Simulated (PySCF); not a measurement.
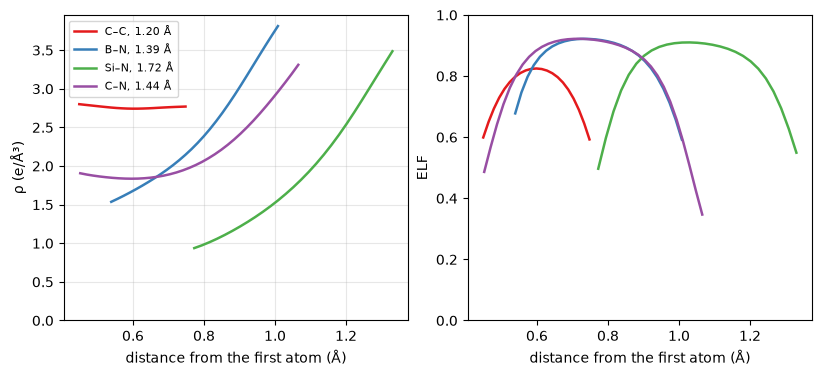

The picture shows: C$_{4}$H$_{9}$BN$_{2}$Si. Total electron density and ELF along straight lines between neighbouring atoms. The curves leave out the atomic cores.

Geometry: GFN2-xTB.

The calculation used PBE0/pcSseg-1, SCF density, gas phase, non-relativistic (PySCF 2.14.0).

```xyz
17

B    -0.8538    1.7040   -1.0577
N    -0.5992    0.4459   -0.5230
Si   -1.7751   -0.8019   -0.1887
N    -0.5689   -1.9396    0.2566
C     0.6837   -1.3028    0.5926
C     0.7624   -0.0356   -0.2787
C     1.5911    0.9631    0.3703
C     2.2582    1.7730    0.9457
H     0.0288    2.4330   -1.3125
H    -1.9723    1.9973   -1.2456
H    -2.6950   -0.3361    0.8554
H    -2.4494   -1.2975   -1.3870
H    -0.7452   -2.7959    0.7531
H     1.5243   -1.9692    0.3754
H     0.7346   -1.0238    1.6550
H     1.2160   -0.2933   -1.2470
H     2.8527    2.4916    1.4261
```

What can be read from the curves?

Answer. C–C (1.20 Å): ρ is about 2.7 e/Å³ halfway; the ELF peaks at about 0.80 between the atoms (a short, multiple covalent bond).
B–N (1.39 Å): ρ at the midpoint is about 2 e/Å³; the ELF peaks at about 0.90 between the atoms (a short, strongly polar bond).
Si–N (1.72 Å): ρ is about 1.1 e/Å³ halfway; the ELF peaks at about 0.90 between the atoms: a shared but strongly polarised pair.
C–N (1.44 Å): ρ at the midpoint is about 1.9 e/Å³; the ELF peaks at about 0.90 between the atoms: a covalent bond.
